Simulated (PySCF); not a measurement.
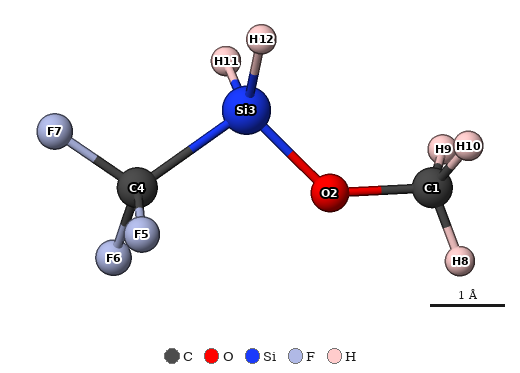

*The starting structure (ball-and-stick view, seen at a tilt; atoms are numbered from 1 in the order of the input).*

Bond lengths as drawn: C–F 1.35 to 1.37 Å, C–H 1.08 to 1.11 Å, C–O 1.43 Å, C–Si 1.88 Å, H–Si 1.46 to 1.48 Å and O–Si 1.61 Å.

**C2H5F3OSi: geometry relaxation**

- system: C2H5F3OSi
- method: PBE0-D3(BJ)/def2-SVP geometry optimisation, gas phase (PySCF 2.14.0)

It belongs to a series of runs on one base structure; here: constitutional isomer.

## What the program printed
```
step   0  E = -742.47254877  max force = 0.057540
step   1  E = -742.47760056  max force = 0.023132
step   2  E = -742.47895230  max force = 0.007508
step   3  E = -742.47951459  max force = 0.003824
step   4  E = -742.47970131  max force = 0.001640
step   5  E = -742.47976105  max force = 0.000820
step   6  E = -742.47977641  max force = 0.000759
step   7  E = -742.47978606  max force = 0.001042
step   8  E = -742.47978486  max force = 0.001468
step   9  E = -742.47980664  max force = 0.001119
step  10  E = -742.47983794  max force = 0.000484
step  11  E = -742.47984166  max force = 0.000311
optimisation converged
```

## Trajectory as extended XYZ (Å, eV, eV/Å), 12 frames, from step=0 to step=11
```
12
Properties=species:S:1:pos:R:3:forces:R:3 step=0 energy=-20203.70713
C     2.1094   -0.3424   -0.2162   -1.5613   1.4479   0.1315
O     0.6880   -0.3253   -0.0858    1.5713  -0.7981  -0.7952
Si   -0.3009    0.5562    0.8287   -0.2649  -0.1003   0.5448
C    -1.9637   -0.1765    0.3318   -2.9588  -0.8214  -0.3720
F    -2.1473   -1.4872    0.6356    0.7148   0.6034  -0.0298
F    -2.2824   -0.0668   -0.9788    0.7263   0.1191   0.3736
F    -2.9868    0.4635    0.9782    0.7351   0.0510   0.0175
H     2.3615   -1.0092   -1.0218    0.2975  -0.5402  -0.4877
H     2.4464    0.6857   -0.4588    0.2164  -0.2610  -0.0737
H     2.5609   -0.6363    0.7194    0.4762  -0.3991   0.5582
H    -0.3197    1.9758    0.5097    0.0169   0.6860  -0.1421
H    -0.1257    0.3343    2.2785    0.0306   0.0125   0.2749
12
Properties=species:S:1:pos:R:3:forces:R:3 step=1 energy=-20203.84460
C     2.1113   -0.1429   -0.1552    0.1120  -0.2839  -0.0768
O     0.7211   -0.2728   -0.1103   -0.1141   0.1042  -0.0071
Si   -0.3854    0.5362    0.8059   -0.1910  -0.0001   0.0526
C    -2.0382   -0.3331    0.2949    1.1895   0.2951   0.0679
F    -1.8329   -1.6437    0.4809   -0.5368  -0.2696   0.0646
F    -2.2731   -0.1447   -1.0080   -0.4193  -0.0068  -0.0215
F    -3.1093    0.0482    0.9966   -0.0742  -0.1486  -0.1784
H     2.4829   -0.8127   -0.9526    0.0363   0.1380   0.1585
H     2.4328    0.8848   -0.3930   -0.0027   0.0726  -0.0074
H     2.5833   -0.4474    0.7998   -0.0303   0.0426  -0.0887
H    -0.4533    1.9920    0.4971    0.0131   0.0331  -0.0157
H    -0.1860    0.3141    2.2653    0.0175   0.0233   0.0520
12
Properties=species:S:1:pos:R:3:forces:R:3 step=2 energy=-20203.88138
C     2.1326   -0.1334   -0.1525    0.0262   0.0383   0.0392
O     0.7418   -0.2891   -0.1173    0.0034  -0.0301  -0.0527
Si   -0.3722    0.5086    0.7987   -0.0338  -0.0386  -0.0158
C    -2.0320   -0.3404    0.2879   -0.1673  -0.3307  -0.1232
F    -1.9606   -1.6662    0.4922    0.1816  -0.0195  -0.0958
F    -2.3376   -0.1478   -1.0014    0.2262  -0.0001  -0.1358
F    -3.0891    0.0816    0.9845   -0.1066   0.3858   0.3861
H     2.5436   -0.7882   -0.9357   -0.0368   0.0027   0.0137
H     2.4263    0.9052   -0.3888    0.0025   0.0031  -0.0010
H     2.6006   -0.4155    0.8078   -0.0066   0.0051  -0.0013
H    -0.4301    1.9656    0.4840   -0.0546  -0.0141   0.0030
H    -0.1702    0.2976    2.2623   -0.0343  -0.0020  -0.0164
12
Properties=species:S:1:pos:R:3:forces:R:3 step=3 energy=-20203.89668
C     2.1349   -0.1277   -0.1490    0.0078   0.0674   0.0375
O     0.7459   -0.3003   -0.1219    0.0181  -0.0303  -0.0395
Si   -0.3733    0.4911    0.7929   -0.0145   0.0035   0.0064
C    -2.0335   -0.3455    0.2854    0.0163  -0.1967  -0.0713
F    -1.9775   -1.6730    0.4876   -0.0155   0.1176  -0.0499
F    -2.3266   -0.1473   -1.0075    0.0481  -0.0241   0.0336
F    -3.0697    0.1177    0.9989   -0.0110   0.1031   0.0871
H     2.5570   -0.7815   -0.9253   -0.0110  -0.0195  -0.0159
H     2.4174    0.9135   -0.3893    0.0001  -0.0094   0.0008
H     2.6002   -0.3986    0.8153    0.0027  -0.0003   0.0150
H    -0.4422    1.9471    0.4769   -0.0324  -0.0057   0.0066
H    -0.1794    0.2824    2.2574   -0.0087  -0.0055  -0.0104
12
Properties=species:S:1:pos:R:3:forces:R:3 step=4 energy=-20203.90176
C     2.1439   -0.1164   -0.1410    0.0079   0.0284   0.0120
O     0.7576   -0.3145   -0.1271    0.0056  -0.0122  -0.0163
Si   -0.3718    0.4672    0.7841    0.0045   0.0286   0.0143
C    -2.0367   -0.3520    0.2790    0.0403  -0.0843  -0.0342
F    -2.0200   -1.6774    0.4833   -0.0517   0.0711   0.0057
F    -2.3283   -0.1503   -1.0127   -0.0180  -0.0006   0.0272
F    -3.0493    0.1552    1.0034   -0.0027  -0.0091  -0.0173
H     2.5817   -0.7711   -0.9077    0.0142  -0.0092  -0.0079
H     2.4108    0.9269   -0.3889   -0.0028  -0.0049   0.0007
H     2.6042   -0.3707    0.8303    0.0036   0.0006   0.0102
H    -0.4537    1.9226    0.4699   -0.0089   0.0022   0.0066
H    -0.1852    0.2586    2.2489    0.0081  -0.0105  -0.0010
12
Properties=species:S:1:pos:R:3:forces:R:3 step=5 energy=-20203.90339
C     2.1535   -0.1049   -0.1317   -0.0021   0.0106   0.0059
O     0.7697   -0.3261   -0.1305    0.0084  -0.0072  -0.0118
Si   -0.3705    0.4462    0.7765    0.0100   0.0201   0.0105
C    -2.0422   -0.3589    0.2699    0.0160   0.0039   0.0001
F    -2.0623   -1.6808    0.4806   -0.0337   0.0242   0.0117
F    -2.3333   -0.1542   -1.0210   -0.0170  -0.0036   0.0145
F    -3.0387    0.1809    0.9971    0.0015  -0.0364  -0.0422
H     2.6110   -0.7597   -0.8873    0.0065  -0.0024   0.0013
H     2.4047    0.9403   -0.3875   -0.0001  -0.0001   0.0001
H     2.6078   -0.3413    0.8472    0.0018   0.0011   0.0045
H    -0.4589    1.9022    0.4669    0.0013   0.0021   0.0051
H    -0.1877    0.2343    2.2412    0.0074  -0.0123   0.0003
12
Properties=species:S:1:pos:R:3:forces:R:3 step=6 energy=-20203.90381
C     2.1596   -0.0958   -0.1223   -0.0021  -0.0019   0.0000
O     0.7782   -0.3334   -0.1300   -0.0027  -0.0025  -0.0075
Si   -0.3700    0.4325    0.7736    0.0028   0.0057   0.0066
C    -2.0462   -0.3628    0.2597   -0.0117   0.0390   0.0132
F    -2.0899   -1.6818    0.4760   -0.0021  -0.0158   0.0128
F    -2.3310   -0.1586   -1.0323    0.0002   0.0001  -0.0051
F    -3.0382    0.1944    0.9811    0.0073  -0.0209  -0.0329
H     2.6309   -0.7528   -0.8678    0.0034   0.0020   0.0058
H     2.4004    0.9496   -0.3867    0.0000   0.0015   0.0011
H     2.6092   -0.3171    0.8625    0.0001   0.0019   0.0016
H    -0.4585    1.8898    0.4697    0.0033   0.0013   0.0050
H    -0.1913    0.2139    2.2378    0.0015  -0.0104  -0.0006
12
Properties=species:S:1:pos:R:3:forces:R:3 step=7 energy=-20203.90407
C     2.1637   -0.0873   -0.1096   -0.0012  -0.0062  -0.0028
O     0.7846   -0.3394   -0.1253   -0.0082   0.0006  -0.0027
Si   -0.3711    0.4209    0.7744   -0.0048  -0.0081   0.0007
C    -2.0482   -0.3652    0.2447   -0.0242   0.0536   0.0170
F    -2.1103   -1.6817    0.4676    0.0202  -0.0384   0.0043
F    -2.3173   -0.1637   -1.0509    0.0166  -0.0056  -0.0187
F    -3.0433    0.2048    0.9512    0.0051   0.0012  -0.0127
H     2.6484   -0.7481   -0.8432   -0.0022   0.0037   0.0077
H     2.3950    0.9574   -0.3853    0.0009   0.0023   0.0023
H     2.6082   -0.2914    0.8812   -0.0015   0.0018   0.0003
H    -0.4556    1.8801    0.4786    0.0033   0.0011   0.0062
H    -0.2010    0.1916    2.2381   -0.0039  -0.0059  -0.0016
12
Properties=species:S:1:pos:R:3:forces:R:3 step=8 energy=-20203.90404
C     2.1715   -0.0635   -0.0677    0.0034  -0.0166  -0.0120
O     0.7996   -0.3530   -0.1043   -0.0205   0.0135   0.0171
Si   -0.3777    0.3924    0.7821   -0.0202  -0.0364  -0.0178
C    -2.0486   -0.3707    0.1939   -0.0386   0.0556   0.0074
F    -2.1534   -1.6810    0.4336    0.0649  -0.0755  -0.0069
F    -2.2581   -0.1828   -1.1142    0.0394  -0.0099  -0.0392
F    -3.0620    0.2287    0.8456   -0.0012   0.0493   0.0346
H     2.6905   -0.7366   -0.7662   -0.0107   0.0074   0.0092
H     2.3800    0.9766   -0.3768    0.0015   0.0039   0.0058
H     2.6003   -0.2194    0.9389   -0.0045   0.0009  -0.0025
H    -0.4478    1.8576    0.5127    0.0019   0.0008   0.0085
H    -0.2411    0.1298    2.2439   -0.0154   0.0069  -0.0041
12
Properties=species:S:1:pos:R:3:forces:R:3 step=9 energy=-20203.90463
C     2.1709   -0.0573   -0.0528    0.0054  -0.0152  -0.0099
O     0.8001   -0.3508   -0.0940   -0.0153   0.0174   0.0195
Si   -0.3832    0.3908    0.7873   -0.0185  -0.0349  -0.0222
C    -2.0444   -0.3728    0.1749   -0.0225   0.0308  -0.0056
F    -2.1469   -1.6835    0.4180    0.0518  -0.0575  -0.0113
F    -2.2304   -0.1912   -1.1378    0.0308  -0.0112  -0.0285
F    -3.0714    0.2245    0.8051   -0.0059   0.0506   0.0441
H     2.6951   -0.7340   -0.7437   -0.0094   0.0066   0.0059
H     2.3778    0.9811   -0.3684    0.0011   0.0037   0.0058
H     2.5955   -0.2046    0.9568   -0.0034   0.0007  -0.0020
H    -0.4486    1.8580    0.5275    0.0003  -0.0003   0.0066
H    -0.2615    0.1178    2.2484   -0.0145   0.0094  -0.0025
12
Properties=species:S:1:pos:R:3:forces:R:3 step=10 energy=-20203.90548
C     2.1677   -0.0554   -0.0425   -0.0009  -0.0032   0.0004
O     0.7950   -0.3376   -0.0855    0.0065   0.0154   0.0128
Si   -0.3920    0.4019    0.7910    0.0030  -0.0101  -0.0120
C    -2.0362   -0.3766    0.1615    0.0181  -0.0219  -0.0249
F    -2.1105   -1.6917    0.4026   -0.0078   0.0111  -0.0067
F    -2.2087   -0.1999   -1.1542   -0.0041  -0.0026   0.0112
F    -3.0793    0.2020    0.7817   -0.0074   0.0062   0.0147
H     2.6855   -0.7307   -0.7389    0.0003   0.0011  -0.0030
H     2.3833    0.9840   -0.3491   -0.0003   0.0011   0.0032
H     2.5909   -0.2146    0.9657   -0.0002  -0.0003   0.0019
H    -0.4578    1.8700    0.5366   -0.0026  -0.0014  -0.0007
H    -0.2847    0.1266    2.2524   -0.0044   0.0047   0.0031
12
Properties=species:S:1:pos:R:3:forces:R:3 step=11 energy=-20203.90558
C     2.1700   -0.0519   -0.0367   -0.0005  -0.0023  -0.0008
O     0.7980   -0.3362   -0.0847    0.0037   0.0116   0.0129
Si   -0.3936    0.3994    0.7885    0.0042  -0.0050  -0.0063
C    -2.0358   -0.3800    0.1560    0.0128  -0.0147  -0.0160
F    -2.1129   -1.6947    0.3972   -0.0067   0.0108  -0.0042
F    -2.2075   -0.2032   -1.1596   -0.0083   0.0005   0.0102
F    -3.0779    0.2012    0.7767   -0.0037  -0.0038   0.0021
H     2.6908   -0.7244   -0.7335    0.0023   0.0014  -0.0022
H     2.3847    0.9888   -0.3399    0.0001   0.0008   0.0032
H     2.5904   -0.2130    0.9723   -0.0002  -0.0008   0.0013
H    -0.4623    1.8676    0.5348   -0.0016  -0.0009  -0.0020
H    -0.2906    0.1245    2.2503   -0.0020   0.0025   0.0017
```

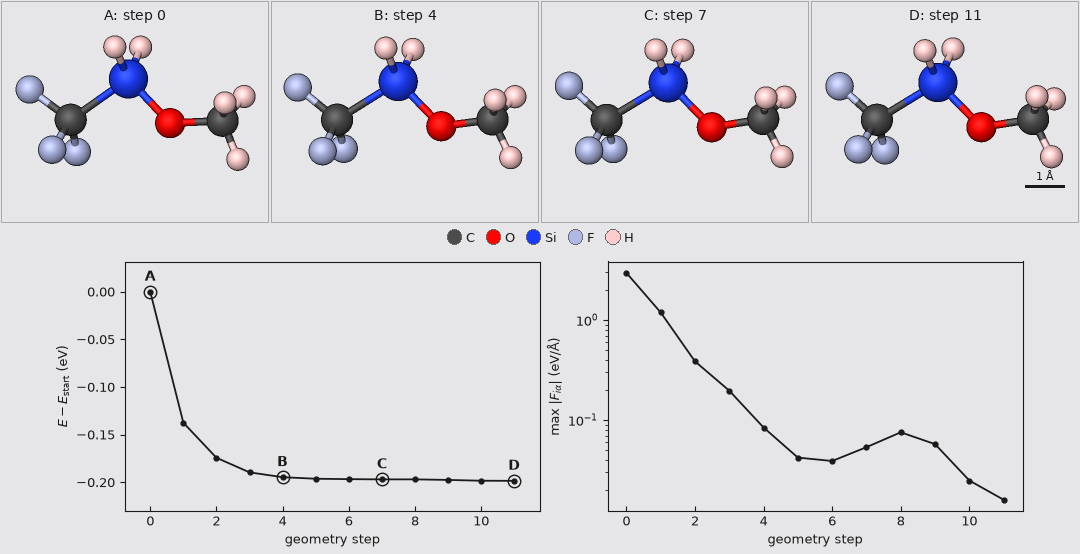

*Frames of the relaxation (ball-and-stick view, seen at a tilt) above the curves, on which the letters mark them (steps are counted from 0).*

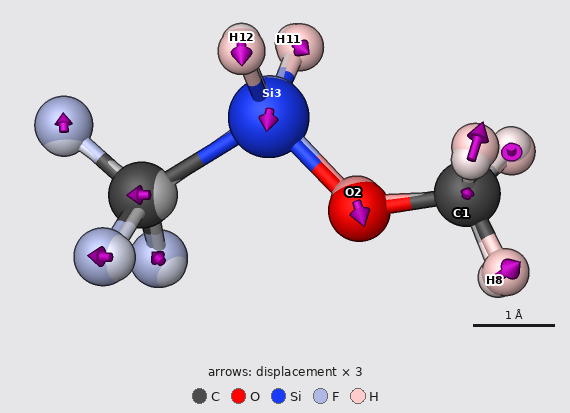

*Start (faint) and end (solid) with the displacements as pink arrows, magnified 3 times (ball-and-stick view, seen at a tilt). The two geometries are laid on each other by the best rigid fit.*

After 11 geometry steps the energy has fallen by 0.198 eV. Largest force component: 3 eV/Å at the start, 0.016 eV/Å at the end. The atom that moves furthest after the best rigid fit is H10 (0.18 Å). Largest moves by element: H 0.18 Å, O 0.12 Å, F 0.12 Å, Si 0.11 Å, C 0.11 Å. Distances before and after: Si3–C4 1.884 → 1.925 Å, O2–Si3 1.610 → 1.650 Å, Si3–H11 1.455 → 1.491 Å, C1–O2 1.428 → 1.402 Å. Among the angles that change: C1–O2–Si3 132.1° → 126.7°, O2–Si3–C4 100.3° → 105.2°, H8–C1–H10 112.5° → 108.0°. (Atoms are counted from 1 in the order of the input.)

The run was set up as follows.

## Input
```
{"job": {"xc": "PBE0", "basis": "def2-SVP", "d3": "d3bj", "grid": 1, "shake": 0.01, "kind": "geom"}, "charge": 0, "multiplicity": 1}
C      2.109420    -0.342420    -0.216210
O      0.687980    -0.325310    -0.085840
Si    -0.300890     0.556190     0.828690
C     -1.963730    -0.176480     0.331840
F     -2.147310    -1.487200     0.635560
F     -2.282390    -0.066800    -0.978780
F     -2.986840     0.463470     0.978210
H      2.361470    -1.009190    -1.021800
H      2.446440     0.685700    -0.458830
H      2.560910    -0.636290     0.719370
H     -0.319670     1.975780     0.509670
H     -0.125700     0.334290     2.278520
```

The first line tells a small driver script what to run in PySCF; the rest is the geometry in Å.

Launched with:
```bash
OMP_NUM_THREADS=1 python <driver script> task.json out
```

## Key numbers

```csv
quantity,value
outcome,converged
total energy,−742.479842 hartree
dipole moment,3.21 D
point group,C1
hardware,"1 CPU thread, shared host"
wall time,88 s
peak memory,0.5 GiB
```
